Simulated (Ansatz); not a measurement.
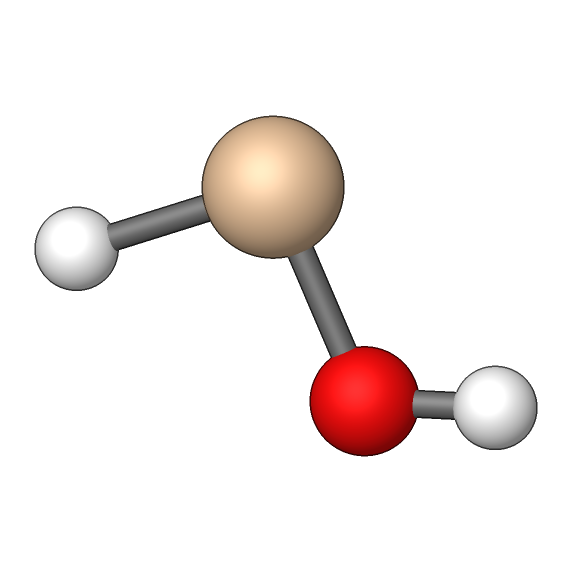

Colours: oxygen red, silicon light orange, hydrogen white.

Computed geometry: PBE0-D4/def2-TZVP optimisation.

Description:

The molecule is H₂OSi. Its SMILES string is `O[SiH]`. Among its groups: Si–H bond, Si–O bond. This geometry has Cs symmetry. All atoms lie on one plane. Coordination: 1 O bent; 1 Si bent.

More results for the same structure follow; atom numbers are the same in all pictures, views and colours differ.

**Vibrations**

Harmonic vibrations computed with RKS PBE0-D4/def2-TZVP (Ansatz 0.2.0) at a stationary point of the same level.

> How many vibrational modes are there, and where do they lie?

6 modes: 671, 800, 867, 960, 2004, 3882 cm⁻¹.

**Dipole moment**

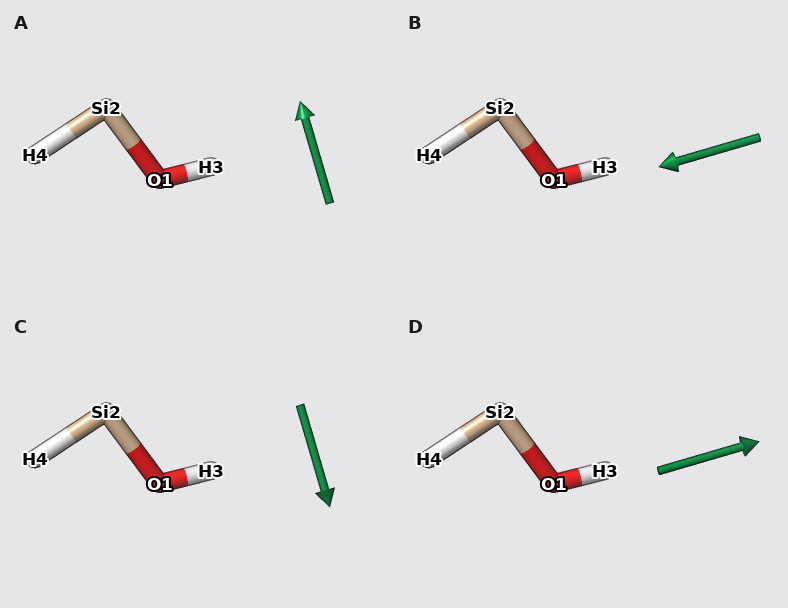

The same molecule four times, each with an arrow. Properties computed with RKS PBE0-D4/def2-TZVP (Ansatz 0.2.0).

> Which arrow points along the dipole moment, from the negative to the positive end?

D. The dipole moment is 1.26 D; it points from the side of H4 to the side of H3 (the outermost atoms at the two ends).

**Charges**

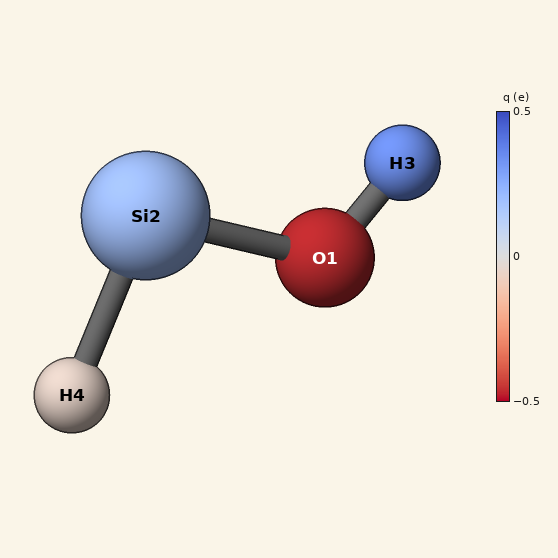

Atoms are coloured by their Mulliken charges. Properties computed with RKS PBE0-D4/def2-TZVP (Ansatz 0.2.0).

> Which atom carries the highest charge (most positive or least negative)?

H3 (0.33 e).

> And the lowest?

O1 (−0.46 e).

List the Mulliken charges.

```json
{"atom": "O1", "value (e)": "−0.46"}
{"atom": "Si2", "value (e)": "0.18"}
{"atom": "H3", "value (e)": "0.33"}
{"atom": "H4", "value (e)": "−0.05"}
```

**Thermal motion**

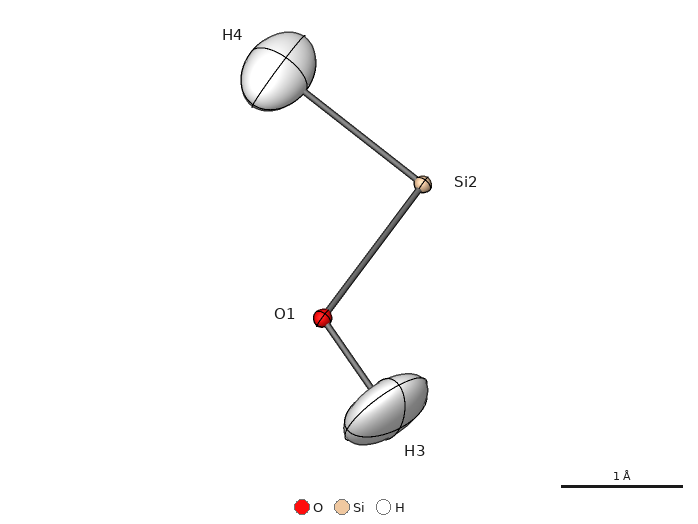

Displacement ellipsoids at the 50 % level, enlarged 2 times, from the internal vibrations of the free molecule (harmonic, no overall translation or rotation; no half-axis is drawn under 0.075 Å). Vibrations computed with RKS PBE0-D4/def2-TZVP (Ansatz 0.2.0). Temperature: 200 K.

> Which atom has the largest mean-square displacement?

H3, with U_eq = 0.0132 Å².

> Does H3 move more along its bond or across it?

Across it: the root-mean-square amplitude is 0.065 Å along the bond and up to 0.133 Å across, since bending and torsion are softer than stretching.

List U_eq and the three principal root-mean-square amplitudes for each kind of atom.

```json
{"atom": "O1", "U_eq (Å²)": "0.00033", "rms amplitudes (Å)": "0.010, 0.011, 0.028"}
{"atom": "Si2", "U_eq (Å²)": "0.00010", "rms amplitudes (Å)": "0.002, 0.006, 0.017"}
{"atom": "H3", "U_eq (Å²)": "0.0132", "rms amplitudes (Å)": "0.065, 0.133, 0.133"}
{"atom": "H4", "U_eq (Å²)": "0.0105", "rms amplitudes (Å)": "0.077, 0.090, 0.133"}
```

Mulliken values depend strongly on the basis set and can even reverse the polarity of a bond.
